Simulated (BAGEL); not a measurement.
# FCI/STO-3G (density fitting with cc-pvqz-jkfit) run of SF4 (sulfur tetrafluoride)

Aim: the energy change on altering one bond length of SF4 (sulfur tetrafluoride) at FCI/STO-3G (density fitting with cc-pvqz-jkfit), from 2 runs. 

The results are computed with BAGEL 1.2.2.

## Step 1: The molecule

SF4: 5 atoms, total charge 0, spin state singlet. As SMILES, `FS(F)(F)F`. The coordinates come from a PBE0-D4/def2-TZVP relaxation.

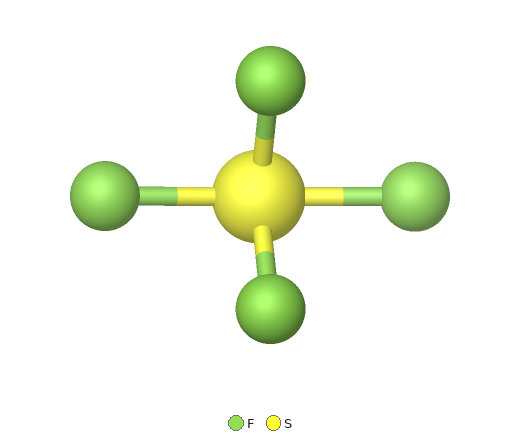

The structure, seen from a chosen angle (fluorine green, sulfur yellow).

## Step 2: The energy at FCI/STO-3G (density fitting with cc-pvqz-jkfit)

job.json

```json
{ "bagel" : [

{
  "title" : "molecule",
  "basis" : "sto-3g",
  "df_basis" : "cc-pvqz-jkfit",
  "angstrom" : "true",
  "geometry" : [
    { "atom" : "F", "xyz" : [      -0.561200,      -0.228000,       1.172800 ] },
    { "atom" : "S", "xyz" : [       0.064000,      -0.357400,      -0.243000 ] },
    { "atom" : "F", "xyz" : [       1.536700,      -0.462000,       0.491400 ] },
    { "atom" : "F", "xyz" : [      -1.440100,      -0.077300,      -0.858200 ] },
    { "atom" : "F", "xyz" : [       0.400600,       1.124600,      -0.563100 ] }
  ]
},

{ "title" : "hf" },

{ "title" : "fci", "nstate" : 1, "ncore" : 9 }

]}
```

Run with:

```console
$ BAGEL_NUM_THREADS=1 BAGEL job.json > job.out
```

Log:

```text
* using 1 threads per process

  ===============================================================
  ===============================================================

  *** Geometry ***

  { "atom" : "F", "xyz" : [     -1.060514,     -0.430858,      2.216271 ] },
  { "atom" : "S", "xyz" : [      0.120942,     -0.675388,     -0.459203 ] },
  { "atom" : "F", "xyz" : [      2.903942,     -0.873053,      0.928611 ] },
  { "atom" : "F", "xyz" : [     -2.721395,     -0.146076,     -1.621763 ] },
  { "atom" : "F", "xyz" : [      0.757024,      2.125186,     -1.064105 ] },

  Number of auxiliary basis functions:      572

  Since a DF basis is specified, we compute 2- and 3-index integrals:
    o Being stored without compression. Storage requirement is 0.004 GB

  Number of basis functions:       29
  Number of electrons      :       52

    * METHOD: MOLECULE                             0.25

  *** RHF ***

  === Nuclear Repulsion ===
   298.7190389404

      * DIIS with orbital gradients will be used.

  === RHF iteration (sto-3g) ===
      0       -784.79330471          0.02483891           0.03
      1       -784.99656404          0.00461471           0.03
      2       -785.00373144          0.00120381           0.03
      3       -785.00501951          0.00019420           0.03
      4       -785.00505610          0.00003817           0.03
      5       -785.00505737          0.00000963           0.03
      6       -785.00505744          0.00000278           0.03
      7       -785.00505745          0.00000070           0.03
      8       -785.00505745          0.00000014           0.03
      9       -785.00505745          0.00000002           0.03
     10       -785.00505745          0.00000001           0.03
    * SCF iteration converged.

    * Permanent dipole moment:
           (   -0.037711,     0.210186,     0.142772) a.u.

    * METHOD: HF                                   0.36

  ---------------------------
        FCI calculation
  ---------------------------

  Performs exactly the same way as Knowles & Handy 1984 CPL

  o alpha-beta strings
      length:          2280
  o size of the space
      determinant space:  1299600
      spin-adapted space: 379050

  o single displacement lists (alpha)
      length:         77520
  o single displacement lists (beta)
      length:         77520

     guess   0:   closed 11111111111111111... open ....................

  === FCI iteration ===

      0  0      -785.00505745     4.02e-04      7.03
      1  0      -785.12412789     1.93e-04      7.07
      2  0      -785.14294452     1.00e-04      7.12
      3  0      -785.14720186     5.32e-05      7.11
      4  0      -785.14827646     2.86e-05      7.08
      5  0      -785.14856516     1.66e-05      7.09
      6  0      -785.14866420     9.76e-06      7.04
      7  0      -785.14869529     5.21e-06      6.99
      8  0      -785.14870549     2.63e-06      7.09
      9  0      -785.14870777     1.48e-06      7.06
     10  0      -785.14870834     6.92e-07      7.18
     11  0      -785.14870850     3.20e-07      7.12
     12  0      -785.14870853     1.55e-07      7.10
     13  0      -785.14870854     8.04e-08      7.15
     14  0      -785.14870854     3.91e-08      7.16
     15  0      -785.14870855     1.81e-08      6.87
     16  0      -785.14870855     8.16e-09      7.15
     17  0      -785.14870855     4.11e-09      7.50
     18  0      -785.14870855     2.50e-09      6.92
     19  0      -785.14870855     1.09e-09      7.15
    ** throwing out 1 trial vectors **
     20  0      -785.14870855     5.38e-10      7.02
    ** throwing out 1 trial vectors **
     21  0      -785.14870855     2.56e-10      6.98
    ** throwing out 1 trial vectors **
     22  0      -785.14870855     1.28e-10      7.31
    ** throwing out 1 trial vectors **
     23  0 *    -785.14870855     6.17e-11      6.88

     * ci vector, state   0, <S^2> = 0.0000
       22222222222222222...     0.9386133281
       2222222222222222...2    -0.1437310101
       22222.222222222222..    -0.0587849691

    * METHOD: FCI                                171.58

  ===============================================================
```

Run time: 2.9 min. Hardware: 1 thread of Arm Neoverse V1, shared host; peak memory 4.6 GiB.

## Step 3: The distorted shape at the same level

calc.json

```json
{ "bagel" : [

{
  "title" : "molecule",
  "basis" : "sto-3g",
  "df_basis" : "cc-pvqz-jkfit",
  "angstrom" : true,
  "geometry" : [
    { "atom" : "F", "xyz" : [   -0.611700,   -0.450345,    1.220825 ] },
    { "atom" : "S", "xyz" : [    0.013500,   -0.579745,   -0.194975 ] },
    { "atom" : "F", "xyz" : [    1.486200,   -0.684345,    0.539425 ] },
    { "atom" : "F", "xyz" : [   -1.490600,   -0.299645,   -0.810175 ] },
    { "atom" : "F", "xyz" : [    0.400600,    1.124600,   -0.563100 ] }
  ]
},
{
  "title" : "hf"
},
{
  "title" : "fci",
  "nstate" : 1,
  "ncore" : 9
}

]}
```

Run with:

```console
$ BAGEL_NUM_THREADS=1 BAGEL calc.json > calc.out
```

Log:

```text
* using 1 threads per process

  ===============================================================
  ===============================================================

  *** Geometry ***

  { "atom" : "F", "xyz" : [     -1.155945,     -0.851029,      2.307025 ] },
  { "atom" : "S", "xyz" : [      0.025511,     -1.095559,     -0.368449 ] },
  { "atom" : "F", "xyz" : [      2.808511,     -1.293225,      1.019366 ] },
  { "atom" : "F", "xyz" : [     -2.816826,     -0.566247,     -1.531009 ] },
  { "atom" : "F", "xyz" : [      0.757024,      2.125186,     -1.064105 ] },

  Number of auxiliary basis functions:      572

  Since a DF basis is specified, we compute 2- and 3-index integrals:
    o Being stored without compression. Storage requirement is 0.004 GB

  Number of basis functions:       29
  Number of electrons      :       52

    * METHOD: MOLECULE                             0.24

  *** RHF ***

  === Nuclear Repulsion ===
   288.4104272327

      * DIIS with orbital gradients will be used.

  === RHF iteration (sto-3g) ===
      0       -784.73374205          0.02805192           0.03
      1       -784.98305132          0.00712562           0.03
      2       -784.99881512          0.00154677           0.03
      3       -785.00126675          0.00045975           0.03
      4       -785.00153225          0.00016150           0.03
      5       -785.00156615          0.00005131           0.03
      6       -785.00156935          0.00002079           0.03
      7       -785.00156985          0.00000583           0.03
      8       -785.00156988          0.00000218           0.03
      9       -785.00156989          0.00000067           0.03
     10       -785.00156989          0.00000025           0.03
     11       -785.00156989          0.00000009           0.03
     12       -785.00156989          0.00000003           0.03
     13       -785.00156989          0.00000001           0.03
     14       -785.00156989          0.00000000           0.03
    * SCF iteration converged.

    * Permanent dipole moment:
           (   -0.013337,     0.235933,     0.096371) a.u.

    * METHOD: HF                                   0.46

  ---------------------------
        FCI calculation
  ---------------------------

  Performs exactly the same way as Knowles & Handy 1984 CPL

  o alpha-beta strings
      length:          2280
  o size of the space
      determinant space:  1299600
      spin-adapted space: 379050

  o single displacement lists (alpha)
      length:         77520
  o single displacement lists (beta)
      length:         77520

     guess   0:   closed 11111111111111111... open ....................

  === FCI iteration ===

      0  0      -785.00156989     4.11e-04      7.30
      1  0      -785.13868018     2.13e-04      7.10
      2  0      -785.16308159     1.19e-04      7.01
      3  0      -785.16946793     6.76e-05      7.19
      4  0      -785.17125198     3.89e-05      7.17
      5  0      -785.17179919     2.38e-05      7.06
      6  0      -785.17201821     1.58e-05      7.26
      7  0      -785.17210514     9.27e-06      7.17
      8  0      -785.17214268     5.47e-06      7.15
      9  0      -785.17215449     3.37e-06      7.23
     10  0      -785.17215849     1.89e-06      7.14
     11  0      -785.17215996     1.09e-06      7.18
     12  0      -785.17216049     6.92e-07      7.04
     13  0      -785.17216071     4.44e-07      7.09
     14  0      -785.17216080     2.67e-07      7.20
     15  0      -785.17216082     1.57e-07      7.32
     16  0      -785.17216083     9.68e-08      7.17
     17  0      -785.17216084     6.19e-08      7.12
     18  0      -785.17216084     3.91e-08      7.23
     19  0      -785.17216084     2.14e-08      7.06
    ** throwing out 1 trial vectors **
     20  0      -785.17216084     1.26e-08      7.12
    ** throwing out 1 trial vectors **
     21  0      -785.17216084     6.69e-09      7.16
    ** throwing out 1 trial vectors **
     22  0      -785.17216084     3.76e-09      7.09
    ** throwing out 1 trial vectors **
     23  0      -785.17216084     2.13e-09      7.04
    ** throwing out 1 trial vectors **
     24  0      -785.17216084     1.22e-09      7.16
    ** throwing out 1 trial vectors **
     25  0      -785.17216084     6.72e-10      7.06
    ** throwing out 1 trial vectors **
     26  0      -785.17216084     3.68e-10      7.27
    ** throwing out 1 trial vectors **
     27  0      -785.17216084     2.12e-10      7.19
    ** throwing out 1 trial vectors **
     28  0      -785.17216084     1.16e-10      7.36
    ** throwing out 1 trial vectors **
     29  0 *    -785.17216084     6.58e-11      6.68

     * ci vector, state   0, <S^2> = 0.0000
       22222222222222222...     0.9156328386
       2222222222222222...2    -0.1331188824
       222222222222222.22..    -0.1195538370

    * METHOD: FCI                                215.72

  ===============================================================
```

Run time: 3.6 min. Hardware: 1 thread of Arm Neoverse V1, shared host; peak memory 4.6 GiB.

## Step 4: What came out

Level: FCI/STO-3G (density fitting with cc-pvqz-jkfit), 9 core orbitals frozen.

| quantity | value |
| --- | --- |
| first shape: total energy | -785.14871 Eh |
| distorted shape: total energy | -785.17216 Eh |
| energy change with the S2–F5 bond stretched from 1.553 to 1.786 Å | -0.638 eV |

With the S2–F5 bond stretched from 1.553 to 1.786 Å the energy falls by 0.64 eV (14.7 kcal/mol). The first shape isn't relaxed at this level, so the change isn't measured from a minimum. The minimal basis adds a large error of its own.
